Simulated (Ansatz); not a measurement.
Geometry relaxation of WH6

- system: WH6
- method: RKS BLYP/def2-SVP (Ansatz 0.2.0)

It belongs to a series of runs on one base structure; here: end point A relaxed. Figures and captions count atoms from 1; the log counts them from 0 in places.

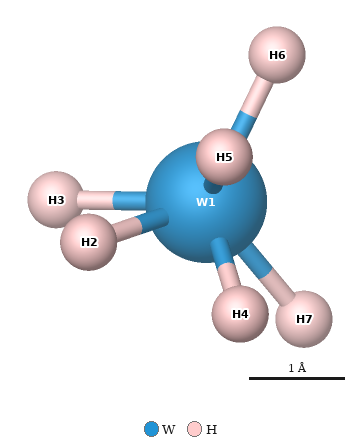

*The starting structure (ball-and-stick view, seen at a tilt; atoms are numbered from 1 in the order of the input). Sticks mark near contacts.*

Bond lengths as drawn: H–W 1.68 to 1.73 Å.

### The input
```yaml
crystal:
  periodic: [false, false, false]
  atoms:
    - { symbol: W, position_ang: [0.356453, -0.242331, -0.099709] }
    - { symbol: H, position_ang: [0.345392, 0.676181, 1.339749] }
    - { symbol: H, position_ang: [1.832286, -0.298707, 0.782027] }
    - { symbol: H, position_ang: [-0.510576, 1.201581, -0.112856] }
    - { symbol: H, position_ang: [-1.088898, -0.166726, 0.763363] }
    - { symbol: H, position_ang: [-0.504832, -1.735077, -0.148488] }
    - { symbol: H, position_ang: [0.469877, 0.565078, -1.624386] }
basis:
  gaussian: { orbitals: def2-SVP }
hamiltonian:
  xc: blyp
relax:
  f_tol: 0.03
  max_steps: 50
output:
  orbitals: {}
```

Run on 1 thread of Arm Neoverse V2, 24 GiB of memory available, shared host.

Run as:
```bash
ansatz run input.yaml --threads 1 --pin off --max-ram 2048MiB --backend cpu --events-out ev --progress --plain --runs-dir out
```

### What the program printed
```
The last accepted step is kept in [file] (removed where the run ends without a failure and the disk answers)
Engine: ansatz 0.2.0, aarch64-unknown-linux-gnu
Functional definition: BLYP
  parameter beta = 0.0042
  parameter a = 0.04918
  parameter b = 0.132
  parameter c = 0.2533
  parameter d = 0.349
  exchange = b88_x(beta = beta)
  correlation = lyp_c(a = a, b = b, c = c, d = d)
655 factors; their error is unknown
mean field evaluation 1: about -1917.3350 eV, gradient 2.4e1 eV
mean field evaluation 2: about -1916.1463 eV, gradient 3.4e1 eV
mean field evaluation 4: about -1919.2189 eV, gradient 3.1e0 eV
mean field evaluation 8: about -1919.2130 eV, gradient 1.2e-1 eV
mean field -1919.21301155 eV, -70.5297772852 hartree, gradient 5.8e-5 eV, S^2 0.000000; 0 other end points of the search recorded, 0 dependent functions left out
the calculation of the forces begins
reference -1919.21335643 eV, -70.5297899593 hartree; 10, 10 occupied and 52, 52 virtual orbitals, 655 factors
relax step   1: F+E_penalty+E_count = -1919.21301155 eV  Δ(F+E_penalty+E_count) = +0.000e0 eV  max|allowed force component| = 3.762e-1 eV/Å  Δτ_max = 0.0000 Å  (25 SCF iters, accepted)
these checks for a lower state are left out or cut short: starts, cluster_reference, orbital_swaps, neighbouring_geometries, increment
655 factors; their error is unknown
mean field evaluation 16: about -1919.2209 eV, gradient 2.1e1 eV
mean field -1919.21221649 eV, -70.5297480672 hartree, gradient 1.2e-5 eV, S^2 0.000000; 0 other end points of the search recorded, 0 dependent functions left out
the calculation of the forces begins
reference -1919.21256140 eV, -70.5297607426 hartree; 10, 10 occupied and 52, 52 virtual orbitals, 655 factors
relax step   2: F+E_penalty+E_count = -1919.21221649 eV  Δ(F+E_penalty+E_count) = +7.951e-4 eV  max|allowed force component| = 4.167e-1 eV/Å  Δτ_max = 0.0471 Å  (30 SCF iters, rejected (line search))
these checks for a lower state are left out or cut short: starts, cluster_reference, orbital_swaps, neighbouring_geometries, increment
655 factors; their error is unknown
mean field -1919.22014914 eV, -70.5300395868 hartree, gradient 6.3e-6 eV, S^2 0.000000; 0 other end points of the search recorded, 0 dependent functions left out
the calculation of the forces begins
reference -1919.22049368 eV, -70.5300522484 hartree; 10, 10 occupied and 52, 52 virtual orbitals, 655 factors
relax step   3: F+E_penalty+E_count = -1919.22014914 eV  Δ(F+E_penalty+E_count) = -7.138e-3 eV  max|allowed force component| = 8.884e-3 eV/Å  Δτ_max = 0.0226 Å  (31 SCF iters, accepted)
655 factors; their error is unknown
mean field evaluation 32: about -1917.3149 eV, gradient 2.4e1 eV
```

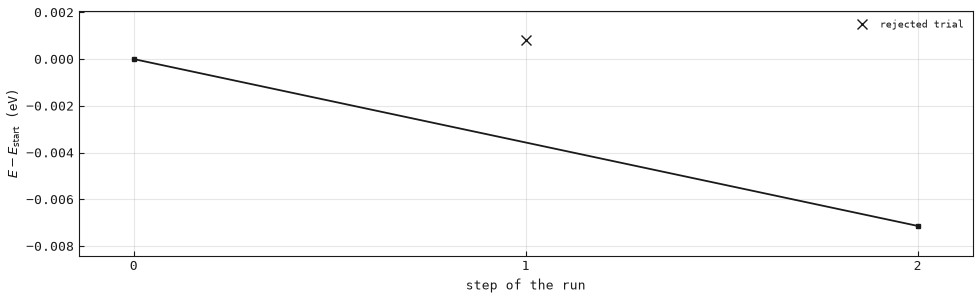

*Progress of the relaxation, step by step (the first geometry is step 0 here and step 1 in the log).*

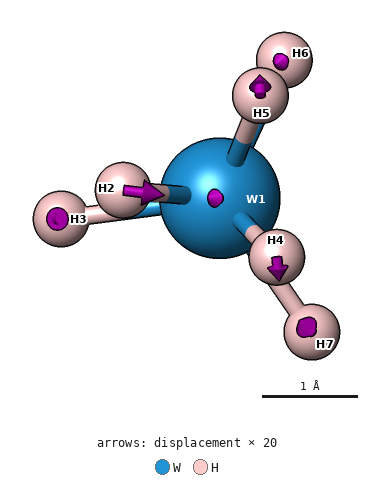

*The starting structure with the displacements as pink arrows, magnified 20 times (ball-and-stick view, seen on its broad side). The two geometries are laid on each other by the best rigid fit.*

The largest move after the best rigid fit is that of H2, 0.023 Å. Largest moves by element: H 0.023 Å, W 0.011 Å. Among the contacts that change: W1–H2 1.708 → 1.682 Å, W1–H7 1.729 → 1.723 Å. The energy falls by 0.007 eV in 2 geometry steps. The largest force component goes from 0.38 to 0.0089 eV/Å. The line search rejected the trial step at point 1 (counted from 0) and went back. (Atoms are counted from 1 in the order of the input.)

```
mean field -1919.22014914 eV, -70.5300395868 hartree, gradient 1.6e-5 eV, S^2 0.000000; 1 other end points of the search recorded, 0 dependent functions left out
the calculation of the forces begins
reference -1919.22049368 eV, -70.5300522484 hartree; 10, 10 occupied and 52, 52 virtual orbitals, 655 factors
Total energy: -1919.22049368 eV, -70.5300522484 hartree
Atom 0 at     0.357169    -0.236605    -0.090770 Å, force    -0.005506     0.006172     0.006722 eV/Å
Atom 1 at     0.331550     0.676639     1.321932 Å, force    -0.005218     0.001251    -0.002278 eV/Å
Atom 2 at     1.843452    -0.309248     0.777815 Å, force     0.008884    -0.003700    -0.000113 eV/Å
Atom 3 at    -0.503476     1.208504    -0.122244 Å, force    -0.000304     0.000083     0.002748 eV/Å
Atom 4 at    -1.089898    -0.180587     0.765260 Å, force     0.000162     0.002519     0.001296 eV/Å
Atom 5 at    -0.504558    -1.727917    -0.142214 Å, force    -0.000545    -0.007156    -0.001997 eV/Å
Atom 6 at     0.465462     0.569214    -1.610076 Å, force     0.002528     0.000831    -0.006377 eV/Å
Dipole moment:     0.207930    -0.214998    -0.199020 e Å
```

### Trajectory as extended XYZ (Å, eV, eV/Å), 3 frames, from step=1 to step=3
```
7
Properties=species:S:1:pos:R:3:forces:R:3 step=1 energy=-1919.21301
W     0.3565   -0.2423   -0.0997   -0.0875   0.3239   0.3762
H     0.3454    0.6762    1.3397   -0.0152  -0.1769  -0.3114
H     1.8323   -0.2987    0.7820    0.0508  -0.0496  -0.0337
H    -0.5106    1.2016   -0.1129    0.0312  -0.0255  -0.0490
H    -1.0889   -0.1667    0.7634    0.0310  -0.0516  -0.0433
H    -0.5048   -1.7351   -0.1485    0.0007   0.0025  -0.0003
H     0.4699    0.5651   -1.6244   -0.0110  -0.0227   0.0614
7
Properties=species:S:1:pos:R:3:forces:R:3 step=2 energy=-1919.21222 accepted=F
W     0.3555   -0.2276   -0.0768    0.0735  -0.3015  -0.4167
H     0.3199    0.6873    1.3178   -0.0201   0.1122   0.1994
H     1.8595   -0.3311    0.7612   -0.0272   0.0739   0.0884
H    -0.5007    1.2178   -0.1413   -0.0275   0.0268   0.1023
H    -1.1000   -0.2012    0.7634   -0.0059   0.0911   0.0706
H    -0.5006   -1.7229   -0.1307    0.0040   0.0107  -0.0109
H     0.4662    0.5776   -1.5938    0.0031  -0.0132  -0.0332
7
Properties=species:S:1:pos:R:3:forces:R:3 step=3 energy=-1919.22015
W     0.3572   -0.2366   -0.0908   -0.0055   0.0062   0.0067
H     0.3316    0.6766    1.3219   -0.0052   0.0013  -0.0023
H     1.8435   -0.3092    0.7778    0.0089  -0.0037  -0.0001
H    -0.5035    1.2085   -0.1222   -0.0003   0.0001   0.0027
H    -1.0899   -0.1806    0.7653    0.0002   0.0025   0.0013
H    -0.5046   -1.7279   -0.1422   -0.0005  -0.0072  -0.0020
H     0.4655    0.5692   -1.6101    0.0025   0.0008  -0.0064
```

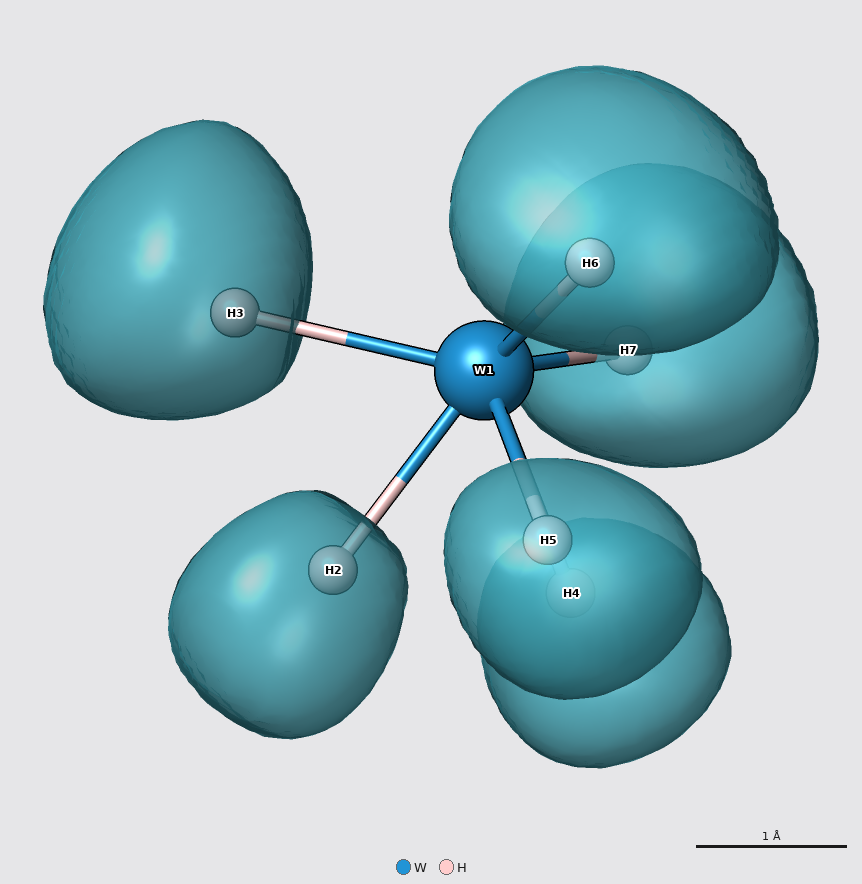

*Isosurface of the electron localisation function at 0.9 (cyan), seen from the side. Only the valence region is drawn (cores and ρ < 0.01 e/Å³ removed).*

The ELF exceeds this value in six regions around hydrogen nuclei. Values along the shortest contacts: W–H (1.68 Å): the ELF climbs to about 1 towards the hydrogen, as it does in any bond to H.

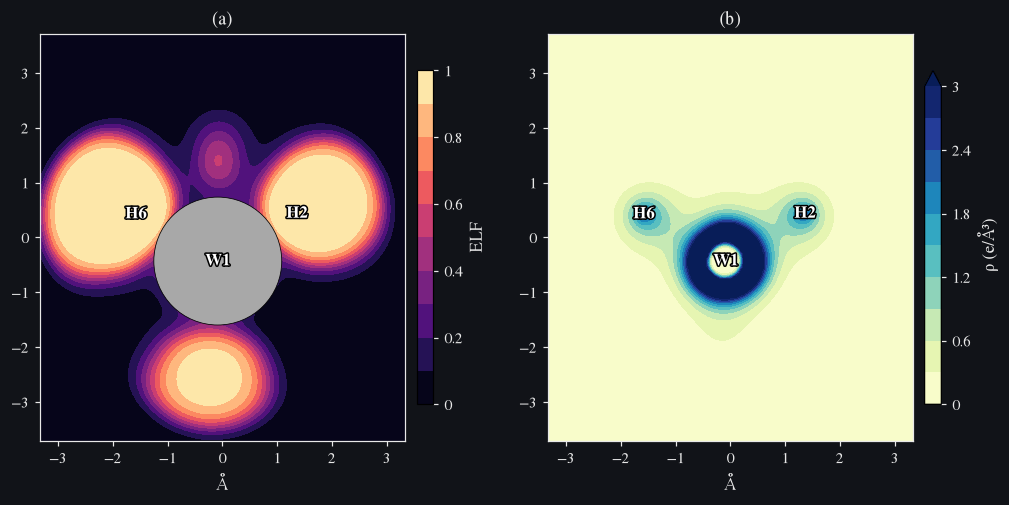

*(a) electron localisation function; (b) electron density on the plane of atoms H2, W1 and H6. Grey discs, where drawn, cover atomic cores.*

The section cuts through W and H sites.

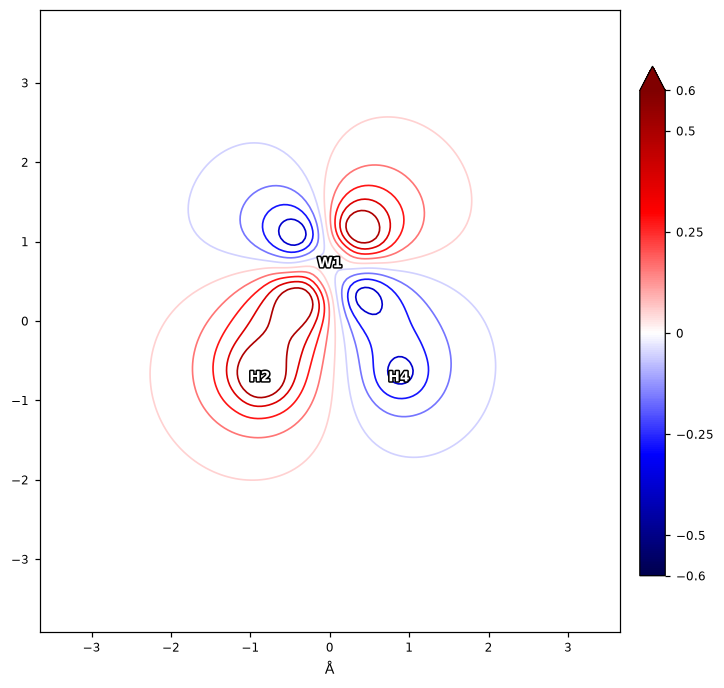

*The HOMO on the plane of atoms H2, W1 and H4 (values in Å⁻³ᐟ²; the overall sign is arbitrary).*

By Hirshfeld shares it lies mainly on W1 (55 %) and H2 (20 %). Its energy is −7.14 eV.

### Results in brief

| quantity | value |
| --- | --- |
| outcome | converged |
| total energy | −1919.2205 eV |
| mean-field energy | −1919.2205 eV |
| largest force (length of the vector) at the end | 0.011 eV/Å |
| wall time | 6.8 s |
| peak memory | 0.1 GiB |
